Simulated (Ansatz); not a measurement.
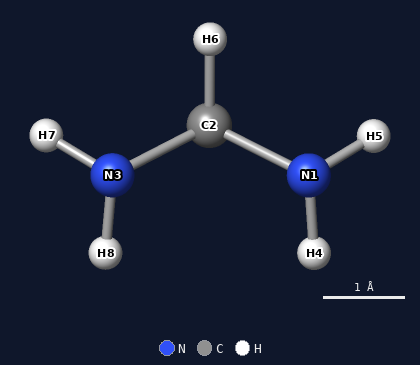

The starting structure (ball-and-stick view, seen on its broad side; atoms are numbered from 1 in the order of the input).

## Run report: CH5N2 (charge −1), geometry relaxation (part 1 of 2)

CH5N2, charge −1, SMILES N[CH-]N, computed with RKS BLYP-D4/6-31G* (Ansatz 0.2.0).

It belongs to a series of runs on one base structure; here: end point A relaxed. Figures and captions count atoms from 1; the log counts them from 0 in places.

## Input file
```yaml
crystal:
  periodic: [false, false, false]
  atoms:
    - { symbol: "N", position_ang: [-0.61592, 0.71232, -0.85118] }
    - { symbol: C, position_ang: [-0.03409, 0.3135, 0.53952] }
    - { symbol: "N", position_ang: [0.83142, -0.93734, 0.19662] }
    - { symbol: H, position_ang: [-1.3731, 0.04302, -1.02875] }
    - { symbol: H, position_ang: [-1.08532, 1.60522, -0.67844] }
    - { symbol: H, position_ang: [0.78215, 1.11118, 0.66778] }
    - { symbol: H, position_ang: [1.33278, -1.13995, 1.06522] }
    - { symbol: H, position_ang: [0.16208, -1.70795, 0.08925] }
total_charge: -1
basis:
  gaussian: { orbitals: "6-31G*" }
hamiltonian:
  xc: blyp
  dispersion: d4
relax:
  f_tol: 0.015
  max_steps: 40
output:
  orbitals: {}
```

Run as:
```bash
ansatz run input.yaml --threads 1 --pin off --max-ram 2048MiB --backend cpu --events-out ev --progress --plain --runs-dir out
```

## The program's output
```
The last accepted step is kept in [file] (removed where the run ends without a failure and the disk answers)
Engine: ansatz 0.2.0, aarch64-unknown-linux-gnu
Functional definition: BLYP
  parameter beta = 0.0042
  parameter a = 0.04918
  parameter b = 0.132
  parameter c = 0.2533
  parameter d = 0.349
  exchange = b88_x(beta = beta)
  correlation = lyp_c(a = a, b = b, c = c, d = d)
751 factors; their error is unknown
mean field evaluation 1: about -4089.2575 eV, gradient 3.9e1 eV
mean field evaluation 2: about -4082.4340 eV, gradient 6.6e1 eV
mean field evaluation 4: about -4092.6252 eV, gradient 2.0e0 eV
mean field evaluation 8: about -4092.6377 eV, gradient 3.1e-2 eV
mean field evaluation 16: about -4092.5874 eV, gradient 7.6e-5 eV
mean field -4092.58738841 eV, -150.3998124688 hartree, gradient 6.9e-6 eV, S^2 0.000000; 0 other end points of the search recorded, 0 dependent functions left out
the calculation of the forces begins
reference -4092.58762721 eV, -150.3998212445 hartree; 13, 13 occupied and 42, 42 virtual orbitals, 751 factors
relax step   1: F+E_penalty+E_count = -4092.85283228 eV  Δ(F+E_penalty+E_count) = +0.000e0 eV  max|allowed force component| = 1.286e0 eV/Å  Δτ_max = 0.0000 Å  (27 SCF iters, accepted)
these checks for a lower state are left out or cut short: starts, cluster_reference, orbital_swaps, neighbouring_geometries, increment
751 factors; their error is unknown
mean field -4092.68359232 eV, -150.4033478973 hartree, gradient 2.5e-5 eV, S^2 0.000000; 0 other end points of the search recorded, 0 dependent functions left out
[... from here on the field's lines of each further geometry are left out, up to the last ...]
relax step   2: F+E_penalty+E_count = -4092.94984048 eV  Δ(F+E_penalty+E_count) = -9.701e-2 eV  max|allowed force component| = 4.591e-1 eV/Å  Δτ_max = 0.0604 Å  (27 SCF iters, accepted)
relax step   3: F+E_penalty+E_count = -4092.98711079 eV  Δ(F+E_penalty+E_count) = -3.727e-2 eV  max|allowed force component| = 1.343e-1 eV/Å  Δτ_max = 0.0643 Å  (28 SCF iters, accepted)
relax step   4: F+E_penalty+E_count = -4092.98867693 eV  Δ(F+E_penalty+E_count) = -1.566e-3 eV  max|allowed force component| = 5.564e-2 eV/Å  Δτ_max = 0.0159 Å  (29 SCF iters, accepted)
relax step   5: F+E_penalty+E_count = -4092.98923756 eV  Δ(F+E_penalty+E_count) = -5.606e-4 eV  max|allowed force component| = 5.275e-2 eV/Å  Δτ_max = 0.0180 Å  (29 SCF iters, accepted)
relax step   6: F+E_penalty+E_count = -4092.98991417 eV  Δ(F+E_penalty+E_count) = -6.766e-4 eV  max|allowed force component| = 2.768e-2 eV/Å  Δτ_max = 0.0251 Å  (28 SCF iters, accepted)
relax step   7: F+E_penalty+E_count = -4092.99024994 eV  Δ(F+E_penalty+E_count) = -3.358e-4 eV  max|allowed force component| = 1.707e-2 eV/Å  Δτ_max = 0.0159 Å  (29 SCF iters, accepted)
relax step   8: F+E_penalty+E_count = -4092.99040998 eV  Δ(F+E_penalty+E_count) = -1.600e-4 eV  max|allowed force component| = 4.360e-2 eV/Å  Δτ_max = 0.0340 Å  (28 SCF iters, accepted)
relax step   9: F+E_penalty+E_count = -4092.99047884 eV  Δ(F+E_penalty+E_count) = -6.886e-5 eV  max|allowed force component| = 8.572e-3 eV/Å  Δτ_max = 0.0042 Å  (30 SCF iters, accepted)
relax step  10: F+E_penalty+E_count = -4092.99054483 eV  Δ(F+E_penalty+E_count) = -6.599e-5 eV  max|allowed force component| = 2.412e-2 eV/Å  Δτ_max = 0.0202 Å  (29 SCF iters, accepted)
relax step  11: F+E_penalty+E_count = -4092.99060469 eV  Δ(F+E_penalty+E_count) = -5.986e-5 eV  max|allowed force component| = 6.627e-3 eV/Å  Δτ_max = 0.0041 Å  (30 SCF iters, accepted)
relax step  12: F+E_penalty+E_count = -4092.99066989 eV  Δ(F+E_penalty+E_count) = -6.519e-5 eV  max|allowed force component| = 1.603e-2 eV/Å  Δτ_max = 0.0107 Å  (29 SCF iters, accepted)
relax step  13: F+E_penalty+E_count = -4092.99075584 eV  Δ(F+E_penalty+E_count) = -8.596e-5 eV  max|allowed force component| = 1.909e-2 eV/Å  Δτ_max = 0.0092 Å  (29 SCF iters, accepted)
relax step  14: F+E_penalty+E_count = -4092.99088841 eV  Δ(F+E_penalty+E_count) = -1.326e-4 eV  max|allowed force component| = 2.344e-2 eV/Å  Δτ_max = 0.0112 Å  (29 SCF iters, accepted)
relax step  15: F+E_penalty+E_count = -4092.99110564 eV  Δ(F+E_penalty+E_count) = -2.172e-4 eV  max|allowed force component| = 2.992e-2 eV/Å  Δτ_max = 0.0142 Å  (29 SCF iters, accepted)
relax step  16: F+E_penalty+E_count = -4092.99148553 eV  Δ(F+E_penalty+E_count) = -3.799e-4 eV  max|allowed force component| = 3.838e-2 eV/Å  Δτ_max = 0.0189 Å  (29 SCF iters, accepted)
relax step  17: F+E_penalty+E_count = -4092.99220283 eV  Δ(F+E_penalty+E_count) = -7.173e-4 eV  max|allowed force component| = 4.923e-2 eV/Å  Δτ_max = 0.0259 Å  (29 SCF iters, accepted)
relax step  18: F+E_penalty+E_count = -4092.99367767 eV  Δ(F+E_penalty+E_count) = -1.475e-3 eV  max|allowed force component| = 7.716e-2 eV/Å  Δτ_max = 0.0369 Å  (28 SCF iters, accepted)
relax step  19: F+E_penalty+E_count = -4092.99685855 eV  Δ(F+E_penalty+E_count) = -3.181e-3 eV  max|allowed force component| = 1.701e-1 eV/Å  Δτ_max = 0.0546 Å  (28 SCF iters, accepted)
relax step  20: F+E_penalty+E_count = -4093.00304789 eV  Δ(F+E_penalty+E_count) = -6.189e-3 eV  max|allowed force component| = 3.192e-1 eV/Å  Δτ_max = 0.0759 Å  (26 SCF iters, accepted)
relax step  21: F+E_penalty+E_count = -4092.99823652 eV  Δ(F+E_penalty+E_count) = +4.811e-3 eV  max|allowed force component| = 1.015e0 eV/Å  Δτ_max = 0.1928 Å  (27 SCF iters, rejected (line search))
relax step  22: F+E_penalty+E_count = -4093.01756330 eV  Δ(F+E_penalty+E_count) = -1.452e-2 eV  max|allowed force component| = 3.617e-1 eV/Å  Δτ_max = 0.0962 Å  (27 SCF iters, accepted)
relax step  23: F+E_penalty+E_count = -4093.03793681 eV  Δ(F+E_penalty+E_count) = -2.037e-2 eV  max|allowed force component| = 4.062e-1 eV/Å  Δτ_max = 0.0975 Å  (27 SCF iters, accepted)
relax step  24: F+E_penalty+E_count = -4093.07296073 eV  Δ(F+E_penalty+E_count) = -3.502e-2 eV  max|allowed force component| = 6.010e-1 eV/Å  Δτ_max = 0.1462 Å  (27 SCF iters, accepted)
relax step  25: F+E_penalty+E_count = -4093.11898434 eV  Δ(F+E_penalty+E_count) = -4.602e-2 eV  max|allowed force component| = 9.204e-1 eV/Å  Δτ_max = 0.1951 Å  (27 SCF iters, accepted)
relax step  26: F+E_penalty+E_count = -4093.19945965 eV  Δ(F+E_penalty+E_count) = -8.048e-2 eV  max|allowed force component| = 3.986e-1 eV/Å  Δτ_max = 0.2000 Å  (33 SCF iters, accepted)
relax step  27: F+E_penalty+E_count = -4093.16804571 eV  Δ(F+E_penalty+E_count) = +3.141e-2 eV  max|allowed force component| = 7.753e-1 eV/Å  Δτ_max = 0.1909 Å  (33 SCF iters, rejected (line search))
relax step  28: F+E_penalty+E_count = -4093.21814258 eV  Δ(F+E_penalty+E_count) = -1.868e-2 eV  max|allowed force component| = 3.633e-1 eV/Å  Δτ_max = 0.0931 Å  (27 SCF iters, accepted)
relax step  29: F+E_penalty+E_count = -4093.20365815 eV  Δ(F+E_penalty+E_count) = +1.448e-2 eV  max|allowed force component| = 6.410e-1 eV/Å  Δτ_max = 0.0639 Å  (27 SCF iters, rejected (line search))
relax step  30: F+E_penalty+E_count = -4093.22341701 eV  Δ(F+E_penalty+E_count) = -5.274e-3 eV  max|allowed force component| = 6.022e-2 eV/Å  Δτ_max = 0.0311 Å  (29 SCF iters, accepted)
relax step  31: F+E_penalty+E_count = -4093.22412458 eV  Δ(F+E_penalty+E_count) = -7.076e-4 eV  max|allowed force component| = 1.897e-2 eV/Å  Δτ_max = 0.0218 Å  (29 SCF iters, accepted)
the calculation of the forces begins
reference -4092.95652311 eV, -150.4133779188 hartree; 13, 13 occupied and 42, 42 virtual orbitals, 751 factors
relax step  32: F+E_penalty+E_count = -4093.22428358 eV  Δ(F+E_penalty+E_count) = -1.590e-4 eV  max|allowed force component| = 1.386e-2 eV/Å  Δτ_max = 0.0139 Å  (29 SCF iters, accepted)
751 factors; their error is unknown
mean field evaluation 256: about -4092.9563 eV, gradient 2.6e-2 eV
```

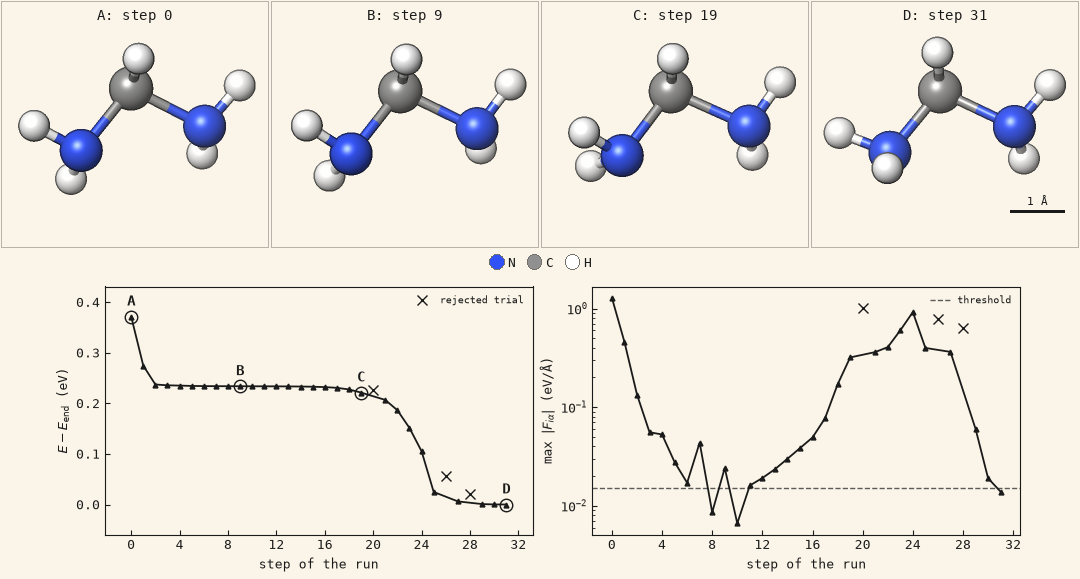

Frames of the relaxation (ball-and-stick view, seen at a tilt) above the curves, on which the letters mark them (the first geometry is step 0 here and step 1 in the log).

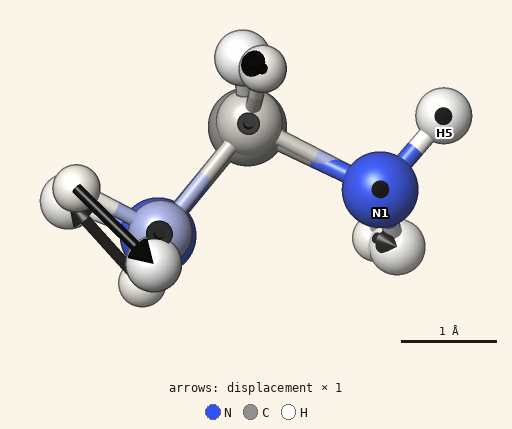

Start (faint) and end (solid) with the displacements as black arrows, at true length (ball-and-stick view, seen at a tilt). The two geometries are laid on each other by the best rigid fit. The largest move after the best rigid fit is that of H7, 1.19 Å. By element the largest moves are H 1.19 Å, N 0.45 Å, C 0.30 Å. Among the contacts that change: C2–N3 1.559 → 1.510 Å, N3–H7 1.023 → 1.071 Å, N1–C2 1.559 → 1.581 Å, N1–H5 1.023 → 1.040 Å. Among the angles that change: C2–N3–H7 104.1° → 114.8°, N3–C2–H6 100.8° → 107.8°, H4–N1–H5 105.1° → 101.3°. The energy falls by 0.371 eV in 31 geometry steps. The largest force component goes from 1.3 to 0.014 eV/Å. The line search rejected the trial steps at points 20, 26, 28 (counted from 0) and went back. (Atoms are counted from 1 in the order of the input.)

```
mean field -4092.95626658 eV, -150.4133684914 hartree, gradient 1.3e-5 eV, S^2 0.000000; 1 other end points of the search recorded, 0 dependent functions left out
the calculation of the forces begins
reference -4092.95652311 eV, -150.4133779188 hartree; 13, 13 occupied and 42, 42 virtual orbitals, 751 factors
Total energy: -4093.22454011 eV, -150.4232273618 hartree
Atom 0 at    -0.395087     0.816968    -0.866175 Å, force     0.005574    -0.007298    -0.004314 eV/Å
Atom 1 at    -0.354904     0.107007     0.546108 Å, force     0.001331    -0.000527    -0.001180 eV/Å
Atom 2 at     0.451590    -1.129505     0.226929 Å, force    -0.013855     0.009552     0.009509 eV/Å
Atom 3 at    -1.101737     0.261083    -1.388774 Å, force     0.002622    -0.003849     0.005024 eV/Å
Atom 4 at    -0.927037     1.689177    -0.670551 Å, force    -0.003400     0.007727    -0.002765 eV/Å
Atom 5 at     0.336388     0.849037     1.081024 Å, force    -0.002266    -0.001815     0.005975 eV/Å
Atom 6 at     1.470937    -0.943124    -0.044287 Å, force     0.001720    -0.003995    -0.001038 eV/Å
Atom 7 at     0.519851    -1.650643     1.115745 Å, force     0.008275     0.000203    -0.011212 eV/Å
Dipole moment:     0.116709     0.042672    -0.139318 e Å
```

## Trajectory as extended XYZ (Å, eV, eV/Å), 26 of the 32 frames kept, from step=1 to step=32
```
8
Properties=species:S:1:pos:R:3:forces:R:3 step=1 energy=-4092.85283
N    -0.6159    0.7123   -0.8512    1.2447  -0.0585  -0.9572
C    -0.0341    0.3135    0.5395   -0.6052   0.2621   1.2526
N     0.8314   -0.9373    0.1966    0.7848   0.4347  -1.2862
H    -1.3731    0.0430   -1.0288   -0.5787  -0.0046   0.1587
H    -1.0853    1.6052   -0.6784   -0.5052   0.1881   0.1858
H     0.7822    1.1112    0.6678   -0.0154  -0.1723  -0.2468
H     1.3328   -1.1400    1.0652   -0.0799  -0.2841   0.4950
H     0.1621   -1.7080    0.0892   -0.2450  -0.3653   0.3980
8
Properties=species:S:1:pos:R:3:forces:R:3 step=2 energy=-4092.94984
N    -0.5839    0.7021   -0.8685    0.2252  -0.0223  -0.4591
C    -0.0817    0.2903    0.5686    0.1436   0.2411   0.1849
N     0.8405   -0.9227    0.1631    0.2681  -0.0975  -0.4192
H    -1.3984    0.0787   -1.0164   -0.2661   0.0575   0.0016
H    -1.0468    1.6047   -0.6826   -0.3256   0.2222   0.0465
H     0.7472    1.0759    0.6618   -0.0863   0.0185   0.1457
H     1.3463   -1.1108    1.0418    0.0651  -0.2162   0.3276
H     0.1767   -1.7182    0.1322   -0.0240  -0.2034   0.1719
8
Properties=species:S:1:pos:R:3:forces:R:3 step=3 energy=-4092.98711
N    -0.5917    0.7209   -0.9029   -0.1080  -0.0772  -0.0635
C    -0.0818    0.2810    0.5541    0.0682   0.0471  -0.0177
N     0.8704   -0.9479    0.1563   -0.0663  -0.1343  -0.0262
H    -1.4411    0.1247   -1.0278    0.0847   0.0720   0.0162
H    -1.0602    1.6261   -0.6884   -0.0018   0.0233   0.0344
H     0.7342    1.0740    0.6767   -0.0555  -0.0388   0.0147
H     1.3631   -1.1232    1.0572    0.0010   0.0210   0.0348
H     0.2071   -1.7556    0.1748    0.0776   0.0870   0.0072
8
Properties=species:S:1:pos:R:3:forces:R:3 step=5 energy=-4092.98924
N    -0.5955    0.7199   -0.9126   -0.0498  -0.0409   0.0044
C    -0.0927    0.2643    0.5428    0.0222   0.0029  -0.0248
N     0.8729   -0.9570    0.1516   -0.0528  -0.0415   0.0056
H    -1.4604    0.1497   -1.0298    0.0227   0.0260  -0.0142
H    -1.0366    1.6359   -0.6852   -0.0069   0.0278  -0.0031
H     0.7133    1.0585    0.6819    0.0054   0.0189   0.0200
H     1.3765   -1.1010    1.0520    0.0238  -0.0058   0.0182
H     0.2224   -1.7703    0.1991    0.0354   0.0125  -0.0061
8
Properties=species:S:1:pos:R:3:forces:R:3 step=6 energy=-4092.98991
N    -0.5998    0.7182   -0.9168    0.0025  -0.0038   0.0257
C    -0.1018    0.2533    0.5380   -0.0134  -0.0277  -0.0250
N     0.8720   -0.9634    0.1503   -0.0165   0.0176   0.0142
H    -1.4763    0.1682   -1.0334   -0.0057   0.0066  -0.0066
H    -1.0183    1.6453   -0.6890   -0.0051   0.0049  -0.0145
H     0.6982    1.0500    0.6892    0.0203   0.0228   0.0080
H     1.3918   -1.0878    1.0451    0.0105  -0.0129  -0.0045
H     0.2343   -1.7838    0.2166    0.0072  -0.0074   0.0028
8
Properties=species:S:1:pos:R:3:forces:R:3 step=7 energy=-4092.99025
N    -0.6018    0.7168   -0.9180    0.0043  -0.0155   0.0074
C    -0.1091    0.2454    0.5356    0.0123   0.0144   0.0071
N     0.8705   -0.9660    0.1497   -0.0171   0.0065  -0.0057
H    -1.4862    0.1800   -1.0345   -0.0023   0.0034  -0.0071
H    -1.0064    1.6512   -0.6958    0.0008   0.0057  -0.0008
H     0.6880    1.0456    0.6966   -0.0101  -0.0095  -0.0017
H     1.4039   -1.0815    1.0375    0.0058   0.0003   0.0019
H     0.2411   -1.7915    0.2288    0.0063  -0.0054  -0.0011
```
